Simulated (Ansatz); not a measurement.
The starting structures come from a database of crystals and need not be the phases stable at ambient conditions.

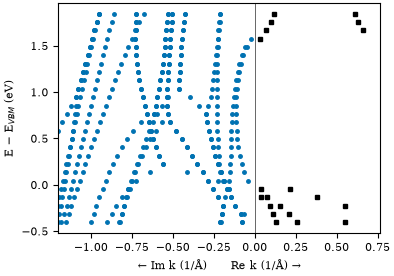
Fig. 1. Complex bands at the centre of the two-dimensional zone; r2SCAN in Ansatz (a program for electronic structure)

The gap is the functional's own, uncorrected, and κ follows it; spin-orbit coupling is left out. Mid-gap values are interpolated between the computed energies.

Q: This is Al2HgTe4 (I-4, not sure to be the ambient phase, 7 atoms a cell, 33.0 Å³ an atom) along the normal of (110). Read off the slowest decay at the centre of the two-dimensional zone at 0.77 eV, the computed energy nearest the middle of the gap.

A: κ ≈ 0.11 1/Å, a decay length 1/(2κ) of the density of 4.4 Å.
